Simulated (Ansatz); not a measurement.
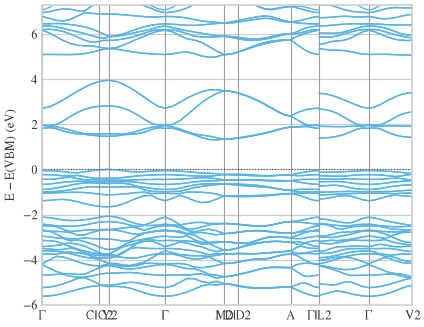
Band structure from the program Ansatz at the PBEsol with spin–orbit coupling level (PAW)

Q: Read off the gap and where the band edges lie.

A: About 1.3 eV (1.31 eV by a search for the band edges); maximum at Y2, minimum on the Γ–M2 line, 85 % of the way from Γ.

The material is PdSeO₄ in space group C2/c (No. 15; Pd on 4c, Se on 4e, O on 8f, O on 8f).

The first step of the workflow began from a Materials Project structure, measured or hypothetical; the Crystallography Open Database copy checked does not list it. Its standing as an ambient phase is unchecked. Symmetry was held in the PBEsol relaxation; its stability against distortions is not shown here. No spin polarisation was allowed.

Potentials: the later of the program's two PAW sets.
